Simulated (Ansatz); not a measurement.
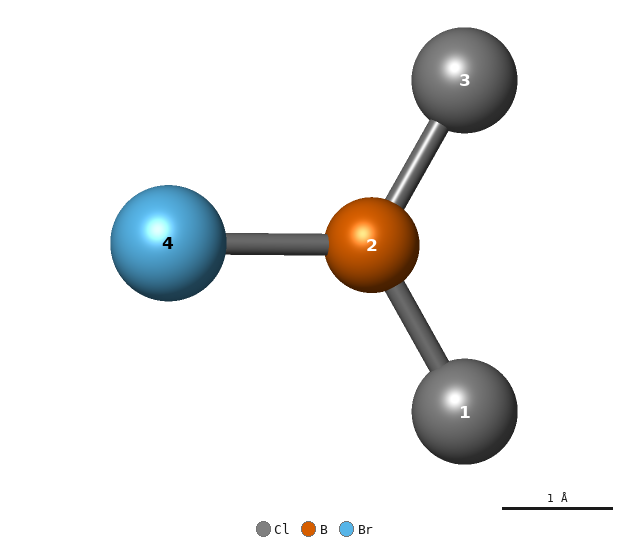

Atoms carry their numbers in the input. The geometry was computed by an optimisation with PBE-D4/def2-SVP. No frequency run is at hand to confirm it as a minimum.

**How are the neighbours of atom 2 arranged?**

B2 has 3 neighbours (Cl1 at 1.75, Cl3 at 1.75, Br4 at 1.91 Å); the arrangement is trigonal planar.
